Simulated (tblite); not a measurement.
## Run report: CH$_{8}$NSi$_{2}$, geometry relaxation (part 2 of 2)

CH$_{8}$NSi$_{2}$, multiplicity 2; GFN2-xTB geometry optimisation, gas phase (tblite 0.8.0). It belongs to a series of runs on one base structure; here: H removed from N.

Geometry of the input (Å):
```
C  -1.3974  -1.0771  0.0921
Si -0.4626  0.5043  -0.1570
N  -0.8865  1.6695  1.0987
Si 1.8114  -0.0153  -0.2104
H  -2.4858  -0.8893  0.0901
H  -1.1946  -1.7943  -0.7057
H  -1.1601  -1.5457  1.0447
H  -0.8296  1.1050  -1.4495
H  -0.4014  2.5446  0.8782
H  2.2684  -0.6865  1.0567
H  2.6646  1.1713  -0.4536
H  2.0747  -0.9870  -1.3101
```

Trajectory as extended XYZ, continued:
```
12
Properties=species:S:1:pos:R:3:forces:R:3 step=35 energy=-341.05873
C    -1.3885   -1.0568    0.0819    0.0090   0.0060   0.0010
Si   -0.5467    0.6140   -0.2363   -0.0070   0.0160  -0.0090
N    -0.5984    1.5674    1.0969    0.0090   0.0010  -0.0050
Si    1.7811   -0.0321   -0.1965   -0.0050   0.0060  -0.0040
H    -2.4653   -0.9263    0.0862    0.0050  -0.0010  -0.0080
H    -1.1414   -1.7946   -0.6759    0.0090   0.0000   0.0020
H    -1.1004   -1.4484    1.0506   -0.0090  -0.0130   0.0040
H    -0.7717    0.9722   -1.6539   -0.0010  -0.0070   0.0240
H    -0.4842    2.5680    1.0832    0.0000  -0.0020  -0.0030
H     2.1486   -0.6555    1.0656   -0.0090  -0.0040   0.0020
H     2.5714    1.1700   -0.4368    0.0000  -0.0030  -0.0060
H     1.9969   -0.9786   -1.2909   -0.0010   0.0000   0.0020
12
Properties=species:S:1:pos:R:3:forces:R:3 step=37 energy=-341.05883
C    -1.3887   -1.0566    0.0818    0.0150   0.0030   0.0020
Si   -0.5479    0.6151   -0.2364   -0.0050  -0.0030   0.0110
N    -0.5973    1.5671    1.0978    0.0100   0.0100  -0.0070
Si    1.7800   -0.0317   -0.1971   -0.0040   0.0050  -0.0050
H    -2.4662   -0.9276    0.0849    0.0240  -0.0090  -0.0120
H    -1.1370   -1.7943   -0.6749   -0.0060   0.0070   0.0020
H    -1.1004   -1.4483    1.0507   -0.0160  -0.0030   0.0020
H    -0.7733    0.9733   -1.6524   -0.0050  -0.0010   0.0030
H    -0.4828    2.5677    1.0824   -0.0010  -0.0020   0.0020
H     2.1450   -0.6554    1.0655   -0.0080  -0.0030   0.0050
H     2.5723    1.1689   -0.4380   -0.0010  -0.0010  -0.0040
H     1.9974   -0.9789   -1.2903   -0.0030  -0.0020  -0.0010
12
Properties=species:S:1:pos:R:3:forces:R:3 step=39 energy=-341.05896
C    -1.3874   -1.0560    0.0819    0.0100  -0.0090   0.0040
Si   -0.5503    0.6169   -0.2368    0.0130  -0.0180   0.0200
N    -0.5938    1.5670    1.0985    0.0020   0.0120   0.0040
Si    1.7777   -0.0309   -0.1980    0.0010  -0.0040   0.0030
H    -2.4652   -0.9307    0.0820    0.0200  -0.0080  -0.0140
H    -1.1310   -1.7938   -0.6731   -0.0090   0.0040  -0.0060
H    -1.1012   -1.4476    1.0514   -0.0110   0.0050   0.0070
H    -0.7757    0.9744   -1.6515   -0.0120   0.0060  -0.0160
H    -0.4810    2.5676    1.0832    0.0000   0.0110   0.0040
H     2.1386   -0.6552    1.0658   -0.0070   0.0020  -0.0010
H     2.5730    1.1673   -0.4398    0.0000   0.0030  -0.0020
H     1.9975   -0.9797   -1.2895   -0.0060  -0.0030  -0.0030
12
Properties=species:S:1:pos:R:3:forces:R:3 step=41 energy=-341.05912
C    -1.3846   -1.0561    0.0823   -0.0010  -0.0140   0.0010
Si   -0.5519    0.6181   -0.2362    0.0250  -0.0030   0.0010
N    -0.5893    1.5678    1.0991   -0.0050   0.0030   0.0150
Si    1.7747   -0.0300   -0.1992    0.0130  -0.0110   0.0040
H    -2.4622   -0.9344    0.0769   -0.0060  -0.0020  -0.0120
H    -1.1239   -1.7933   -0.6711    0.0010  -0.0090  -0.0150
H    -1.1032   -1.4470    1.0531    0.0010   0.0060   0.0160
H    -0.7800    0.9764   -1.6510   -0.0130   0.0020  -0.0060
H    -0.4786    2.5683    1.0847    0.0010   0.0210   0.0020
H     2.1297   -0.6550    1.0662   -0.0040   0.0050  -0.0030
H     2.5736    1.1655   -0.4422   -0.0020   0.0030   0.0010
H     1.9968   -0.9808   -1.2885   -0.0090  -0.0020  -0.0040
12
Properties=species:S:1:pos:R:3:forces:R:3 step=42 energy=-341.05920
C    -1.3832   -1.0567    0.0826   -0.0040  -0.0100  -0.0020
Si   -0.5518    0.6182   -0.2353    0.0200   0.0080  -0.0090
N    -0.5880    1.5687    1.0997   -0.0050   0.0000   0.0130
Si    1.7737   -0.0298   -0.1997    0.0170  -0.0100   0.0000
H    -2.4607   -0.9359    0.0740   -0.0150   0.0010  -0.0100
H    -1.1207   -1.7932   -0.6708    0.0060  -0.0140  -0.0120
H    -1.1045   -1.4471    1.0543    0.0040   0.0040   0.0140
H    -0.7826    0.9777   -1.6503   -0.0100  -0.0030   0.0070
H    -0.4772    2.5692    1.0848    0.0000   0.0190   0.0010
H     2.1257   -0.6550    1.0662   -0.0010   0.0050   0.0000
H     2.5741    1.1647   -0.4434   -0.0030   0.0020   0.0030
H     1.9964   -0.9814   -1.2882   -0.0100  -0.0030  -0.0050
12
Properties=species:S:1:pos:R:3:forces:R:3 step=44 energy=-341.05932
C    -1.3817   -1.0580    0.0829   -0.0030   0.0030  -0.0070
Si   -0.5505    0.6184   -0.2335   -0.0020   0.0110  -0.0040
N    -0.5876    1.5703    1.1011    0.0010   0.0030  -0.0020
Si    1.7738   -0.0300   -0.2004    0.0120  -0.0040  -0.0060
H    -2.4594   -0.9378    0.0696   -0.0080   0.0020  -0.0060
H    -1.1165   -1.7935   -0.6710    0.0080  -0.0110   0.0050
H    -1.1066   -1.4474    1.0564    0.0030   0.0030  -0.0050
H    -0.7868    0.9795   -1.6478   -0.0030  -0.0070   0.0160
H    -0.4754    2.5711    1.0838   -0.0030   0.0020   0.0030
H     2.1212   -0.6548    1.0663    0.0060   0.0010   0.0070
H     2.5750    1.1638   -0.4451   -0.0020   0.0000   0.0050
H     1.9956   -0.9823   -1.2882   -0.0090  -0.0050  -0.0070
12
Properties=species:S:1:pos:R:3:forces:R:3 step=46 energy=-341.05938
C    -1.3814   -1.0583    0.0825    0.0000   0.0060  -0.0060
Si   -0.5500    0.6192   -0.2327   -0.0100  -0.0060   0.0110
N    -0.5872    1.5713    1.1018    0.0030   0.0070  -0.0060
Si    1.7748   -0.0306   -0.2011   -0.0020  -0.0020  -0.0010
H    -2.4596   -0.9389    0.0672    0.0060   0.0010  -0.0050
H    -1.1142   -1.7942   -0.6709    0.0050  -0.0020   0.0150
H    -1.1073   -1.4470    1.0569   -0.0020   0.0060  -0.0150
H    -0.7888    0.9797   -1.6458   -0.0010  -0.0020   0.0020
H    -0.4749    2.5722    1.0834   -0.0040  -0.0050   0.0040
H     2.1197   -0.6546    1.0667    0.0090   0.0000   0.0050
H     2.5753    1.1635   -0.4454    0.0020   0.0020   0.0040
H     1.9947   -0.9831   -1.2888   -0.0060  -0.0060  -0.0080
12
Properties=species:S:1:pos:R:3:forces:R:3 step=48 energy=-341.05945
C    -1.3806   -1.0581    0.0816    0.0020   0.0010   0.0000
Si   -0.5504    0.6202   -0.2319   -0.0040  -0.0110   0.0100
N    -0.5849    1.5725    1.1023    0.0000   0.0020   0.0000
Si    1.7751   -0.0313   -0.2020   -0.0110  -0.0020   0.0050
H    -2.4591   -0.9404    0.0635    0.0090   0.0000  -0.0050
H    -1.1099   -1.7955   -0.6692    0.0020   0.0050   0.0080
H    -1.1080   -1.4457    1.0568   -0.0050   0.0060  -0.0050
H    -0.7916    0.9796   -1.6441   -0.0010   0.0040  -0.0090
H    -0.4746    2.5736    1.0846   -0.0030  -0.0020   0.0010
H     2.1171   -0.6540    1.0677    0.0100   0.0010  -0.0040
H     2.5753    1.1631   -0.4456    0.0030  -0.0010   0.0020
H     1.9927   -0.9846   -1.2898   -0.0030  -0.0020  -0.0020
12
Properties=species:S:1:pos:R:3:forces:R:3 step=49 energy=-341.05947
C    -1.3802   -1.0581    0.0813    0.0020   0.0000   0.0020
Si   -0.5506    0.6203   -0.2316   -0.0010  -0.0040   0.0020
N    -0.5841    1.5729    1.1024   -0.0020  -0.0020   0.0030
Si    1.7749   -0.0316   -0.2022   -0.0090  -0.0010   0.0040
H    -2.4585   -0.9408    0.0622    0.0040   0.0000  -0.0050
H    -1.1084   -1.7959   -0.6684    0.0030   0.0030   0.0020
H    -1.1083   -1.4451    1.0567   -0.0040   0.0050   0.0030
H    -0.7925    0.9796   -1.6440    0.0000   0.0040  -0.0060
H    -0.4745    2.5740    1.0853   -0.0020   0.0000  -0.0010
H     2.1164   -0.6538    1.0679    0.0100   0.0010  -0.0060
H     2.5753    1.1629   -0.4456    0.0020  -0.0040   0.0020
H     1.9919   -0.9851   -1.2901   -0.0030   0.0000   0.0010
12
Properties=species:S:1:pos:R:3:forces:R:3 step=51 energy=-341.05949
C    -1.3797   -1.0581    0.0812    0.0000  -0.0010   0.0020
Si   -0.5508    0.6203   -0.2311    0.0020   0.0100  -0.0090
N    -0.5835    1.5732    1.1027   -0.0030  -0.0060   0.0040
Si    1.7740   -0.0318   -0.2022   -0.0010   0.0010  -0.0010
H    -2.4577   -0.9411    0.0605   -0.0050  -0.0010  -0.0040
H    -1.1066   -1.7961   -0.6675    0.0050  -0.0010  -0.0040
H    -1.1090   -1.4444    1.0569   -0.0020   0.0020   0.0120
H    -0.7935    0.9799   -1.6439    0.0020   0.0010   0.0040
H    -0.4745    2.5743    1.0857   -0.0020   0.0000  -0.0030
H     2.1163   -0.6536    1.0677    0.0100  -0.0010  -0.0050
H     2.5755    1.1624   -0.4455   -0.0020  -0.0080   0.0010
H     1.9908   -0.9856   -1.2904   -0.0040   0.0030   0.0050
12
Properties=species:S:1:pos:R:3:forces:R:3 step=53 energy=-341.05957
C    -1.3782   -1.0581    0.0809   -0.0020   0.0000   0.0020
Si   -0.5513    0.6209   -0.2300    0.0030   0.0230  -0.0180
N    -0.5832    1.5738    1.1040   -0.0020  -0.0050  -0.0020
Si    1.7719   -0.0326   -0.2025    0.0140   0.0050  -0.0070
H    -2.4561   -0.9423    0.0546   -0.0140  -0.0030  -0.0020
H    -1.1008   -1.7968   -0.6653    0.0080  -0.0050  -0.0060
H    -1.1115   -1.4418    1.0585   -0.0020  -0.0030   0.0160
H    -0.7965    0.9815   -1.6427    0.0050  -0.0010   0.0110
H    -0.4748    2.5750    1.0857   -0.0030  -0.0040   0.0000
H     2.1184   -0.6532    1.0667    0.0060  -0.0070   0.0010
H     2.5761    1.1601   -0.4451   -0.0060  -0.0070  -0.0020
H     1.9874   -0.9869   -1.2908   -0.0060   0.0060   0.0070
12
Properties=species:S:1:pos:R:3:forces:R:3 step=55 energy=-341.05965
C    -1.3769   -1.0580    0.0805   -0.0040   0.0010   0.0020
Si   -0.5520    0.6228   -0.2292    0.0020   0.0050  -0.0060
N    -0.5827    1.5743    1.1059   -0.0020   0.0010  -0.0070
Si    1.7702   -0.0338   -0.2031    0.0150   0.0030   0.0010
H    -2.4550   -0.9447    0.0470   -0.0060  -0.0050   0.0000
H    -1.0930   -1.7977   -0.6626    0.0050   0.0010   0.0040
H    -1.1150   -1.4382    1.0611   -0.0060  -0.0020   0.0040
H    -0.7998    0.9833   -1.6406    0.0050   0.0050   0.0000
H    -0.4757    2.5757    1.0855   -0.0030  -0.0040   0.0050
H     2.1218   -0.6529    1.0653    0.0010  -0.0120   0.0040
H     2.5767    1.1568   -0.4447   -0.0010   0.0050  -0.0100
H     1.9826   -0.9884   -1.2912   -0.0050   0.0020   0.0030
12
Properties=species:S:1:pos:R:3:forces:R:3 step=56 energy=-341.05967
C    -1.3768   -1.0578    0.0805   -0.0030   0.0020   0.0020
Si   -0.5522    0.6234   -0.2293    0.0010  -0.0070   0.0010
N    -0.5825    1.5743    1.1062   -0.0020   0.0020  -0.0060
Si    1.7704   -0.0340   -0.2031    0.0090   0.0010   0.0060
H    -2.4552   -0.9453    0.0457   -0.0010  -0.0050   0.0000
H    -1.0915   -1.7978   -0.6621    0.0040   0.0030   0.0070
H    -1.1157   -1.4375    1.0617   -0.0070   0.0000  -0.0010
H    -0.8001    0.9836   -1.6403    0.0040   0.0070  -0.0060
H    -0.4761    2.5758    1.0857   -0.0030  -0.0020   0.0060
H     2.1227   -0.6532    1.0651    0.0000  -0.0110   0.0030
H     2.5767    1.1563   -0.4449    0.0020   0.0100  -0.0120
H     1.9816   -0.9886   -1.2912   -0.0040   0.0000  -0.0010
12
Properties=species:S:1:pos:R:3:forces:R:3 step=58 energy=-341.05975
C    -1.3766   -1.0573    0.0807   -0.0010   0.0000   0.0010
Si   -0.5524    0.6248   -0.2299    0.0000  -0.0270   0.0120
N    -0.5818    1.5743    1.1063   -0.0030   0.0020   0.0000
Si    1.7713   -0.0343   -0.2028   -0.0070  -0.0030   0.0140
H    -2.4554   -0.9476    0.0416    0.0110  -0.0020  -0.0010
H    -1.0865   -1.7979   -0.6598   -0.0010   0.0060   0.0130
H    -1.1186   -1.4353    1.0637   -0.0070   0.0060  -0.0100
H    -0.8007    0.9851   -1.6401    0.0030   0.0080  -0.0140
H    -0.4777    2.5759    1.0871   -0.0010   0.0040   0.0060
H     2.1250   -0.6549    1.0647   -0.0020  -0.0060  -0.0020
H     2.5768    1.1556   -0.4463    0.0080   0.0150  -0.0120
H     1.9779   -0.9890   -1.2912    0.0000  -0.0040  -0.0060
12
Properties=species:S:1:pos:R:3:forces:R:3 step=60 energy=-341.05988
C    -1.3754   -1.0566    0.0810    0.0000  -0.0020  -0.0020
Si   -0.5526    0.6261   -0.2299   -0.0010  -0.0170   0.0090
N    -0.5810    1.5746    1.1069   -0.0040  -0.0010   0.0070
Si    1.7715   -0.0350   -0.2018   -0.0110  -0.0010   0.0060
H    -2.4543   -0.9520    0.0312    0.0110   0.0020  -0.0040
H    -1.0744   -1.7984   -0.6537   -0.0060  -0.0020   0.0090
H    -1.1257   -1.4302    1.0677   -0.0030   0.0100  -0.0080
H    -0.8031    0.9892   -1.6398    0.0080   0.0010  -0.0030
H    -0.4804    2.5765    1.0901    0.0000   0.0060   0.0020
H     2.1294   -0.6584    1.0634   -0.0040   0.0000  -0.0060
H     2.5777    1.1541   -0.4498    0.0050   0.0060  -0.0070
H     1.9695   -0.9906   -1.2913    0.0040  -0.0010  -0.0040
12
Properties=species:S:1:pos:R:3:forces:R:3 step=62 energy=-341.05991
C    -1.3744   -1.0566    0.0809    0.0000  -0.0010  -0.0020
Si   -0.5528    0.6262   -0.2291    0.0000   0.0050   0.0010
N    -0.5811    1.5750    1.1077   -0.0040  -0.0010   0.0050
Si    1.7705   -0.0352   -0.2017    0.0000   0.0030  -0.0050
H    -2.4528   -0.9537    0.0261   -0.0010   0.0030  -0.0040
H    -1.0691   -1.7991   -0.6508   -0.0030  -0.0100   0.0020
H    -1.1285   -1.4277    1.0691    0.0000   0.0050   0.0030
H    -0.8048    0.9912   -1.6390    0.0110  -0.0040   0.0070
H    -0.4806    2.5770    1.0909   -0.0010   0.0000   0.0010
H     2.1300   -0.6593    1.0627   -0.0040   0.0000  -0.0030
H     2.5784    1.1531   -0.4512   -0.0020  -0.0030  -0.0050
H     1.9665   -0.9916   -1.2915    0.0030   0.0030   0.0010
12
Properties=species:S:1:pos:R:3:forces:R:3 step=63 energy=-341.05993
C    -1.3740   -1.0566    0.0807    0.0000   0.0000  -0.0010
Si   -0.5529    0.6263   -0.2286    0.0010   0.0110   0.0000
N    -0.5812    1.5751    1.1083   -0.0030   0.0000   0.0030
Si    1.7700   -0.0353   -0.2019    0.0050   0.0040  -0.0080
H    -2.4522   -0.9544    0.0240   -0.0060   0.0030  -0.0040
H    -1.0671   -1.7997   -0.6497   -0.0010  -0.0110  -0.0010
H    -1.1296   -1.4265    1.0696    0.0000   0.0020   0.0070
H    -0.8053    0.9920   -1.6383    0.0110  -0.0050   0.0070
H    -0.4805    2.5772    1.0911   -0.0010  -0.0040   0.0020
H     2.1298   -0.6595    1.0622   -0.0040   0.0000  -0.0020
H     2.5787    1.1526   -0.4520   -0.0040  -0.0050  -0.0040
H     1.9656   -0.9919   -1.2916    0.0030   0.0040   0.0020
12
Properties=species:S:1:pos:R:3:forces:R:3 step=65 energy=-341.06001
C    -1.3727   -1.0568    0.0801    0.0000   0.0020   0.0030
Si   -0.5532    0.6272   -0.2264    0.0030   0.0160  -0.0010
N    -0.5825    1.5756    1.1109   -0.0010   0.0040  -0.0030
Si    1.7688   -0.0350   -0.2026    0.0120   0.0010  -0.0130
H    -2.4505   -0.9570    0.0144   -0.0140   0.0030  -0.0020
H    -1.0591   -1.8030   -0.6440    0.0050  -0.0070  -0.0040
H    -1.1350   -1.4208    1.0726   -0.0020  -0.0050   0.0130
H    -0.8046    0.9945   -1.6355    0.0090  -0.0030   0.0020
H    -0.4815    2.5779    1.0928   -0.0030  -0.0120   0.0030
H     2.1302   -0.6612    1.0599   -0.0030   0.0030   0.0020
H     2.5798    1.1507   -0.4563   -0.0070  -0.0050   0.0000
H     1.9614   -0.9927   -1.2919    0.0020   0.0040  -0.0010
12
Properties=species:S:1:pos:R:3:forces:R:3 step=67 energy=-341.06007
C    -1.3729   -1.0566    0.0800    0.0000   0.0030   0.0050
Si   -0.5527    0.6279   -0.2253    0.0030  -0.0010   0.0010
N    -0.5841    1.5754    1.1125   -0.0020  -0.0010  -0.0020
Si    1.7697   -0.0346   -0.2029    0.0030  -0.0050  -0.0060
H    -2.4507   -0.9576    0.0093   -0.0040   0.0030   0.0000
H    -1.0560   -1.8057   -0.6402    0.0050   0.0050   0.0010
H    -1.1390   -1.4173    1.0749   -0.0060  -0.0050   0.0060
H    -0.8001    0.9949   -1.6348    0.0040   0.0000  -0.0040
H    -0.4843    2.5777    1.0950   -0.0020  -0.0060   0.0030
H     2.1328   -0.6633    1.0580   -0.0020   0.0090   0.0020
H     2.5797    1.1506   -0.4602   -0.0020   0.0000   0.0030
H     1.9589   -0.9921   -1.2923    0.0030  -0.0030  -0.0090
```

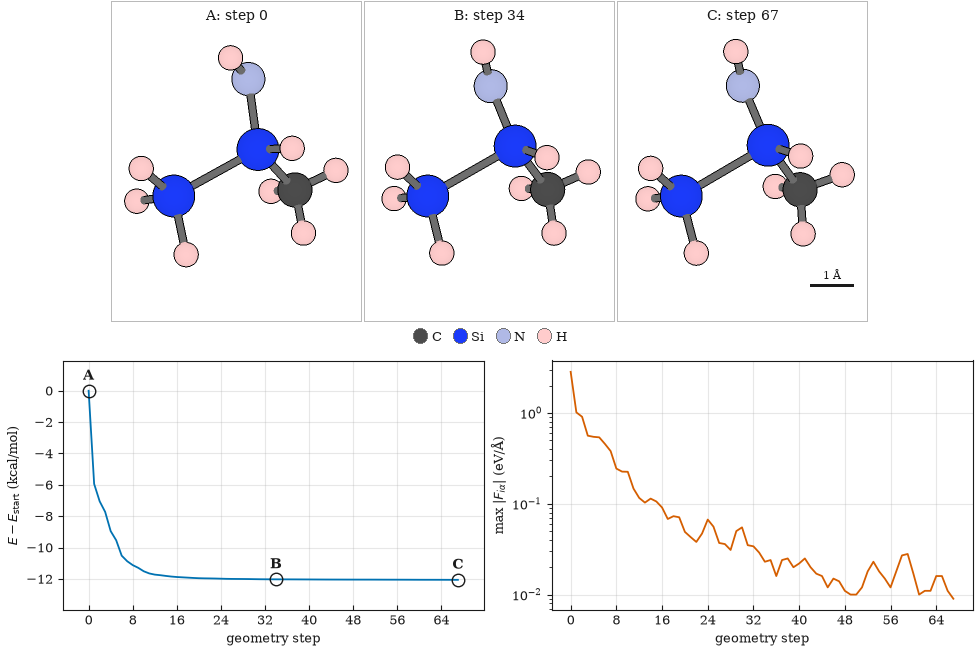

*Frames of the relaxation (ball-and-stick view, seen at a tilt) above the curves, on which the letters mark them (steps are counted from 0).*

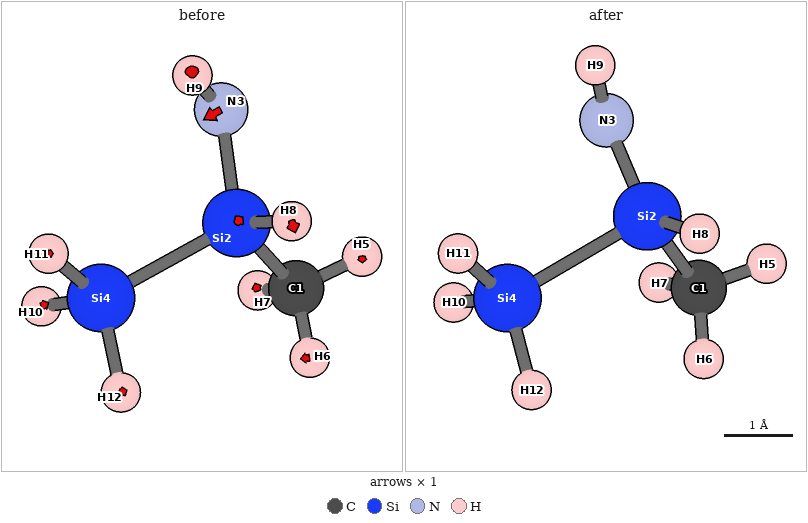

*Before (left) and after (right) the relaxation, at one scale (ball-and-stick view, seen at a tilt). The red arrows give the displacements, at true length.*

The largest move after the best rigid fit is that of N3, 0.32 Å. By element the largest moves are N 0.32 Å, H 0.24 Å, Si 0.17 Å, C 0.03 Å. Distances before and after: Si2–N3 1.765 → 1.640 Å, Si2–Si4 2.333 → 2.415 Å, Si4–H10 1.505 → 1.455 Å, C1–Si2 1.854 → 1.898 Å. Among the angles that change: N3–Si2–H8 107.2° → 129.2°, Si2–N3–H9 107.3° → 124.0°, N3–Si2–Si4 113.4° → 99.8°. Over 67 geometry steps the energy falls by 12.1 kcal/mol. Largest force component: 2.8 eV/Å at the start, 0.009 eV/Å at the end. (Atoms are counted from 1 in the order of the input.)
